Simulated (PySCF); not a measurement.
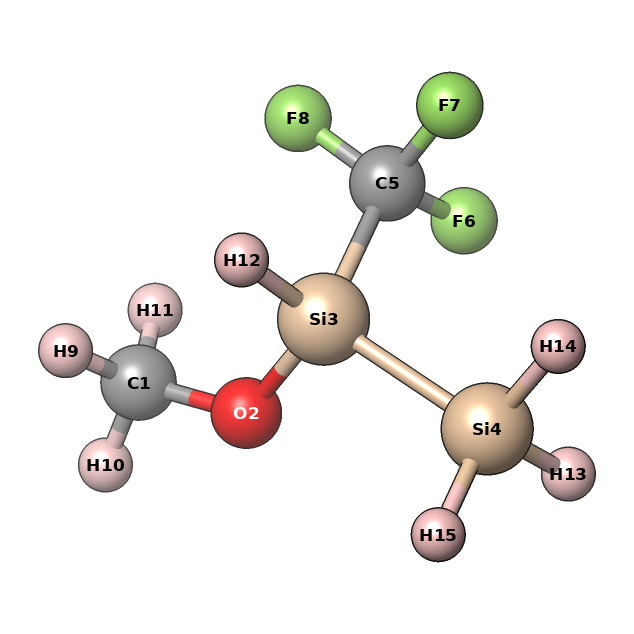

Atoms fade into the background with distance from the viewer. The geometry was computed by an optimisation with PBE0-D3(BJ)/def2-SVP. No frequency run is at hand to confirm it as a minimum.

**Which atoms or bonds are stereogenic?**

Centres: Si3.

**Assign CIP descriptors.**

Si3: S (priorities Si4 > O2 > C5 > H12).
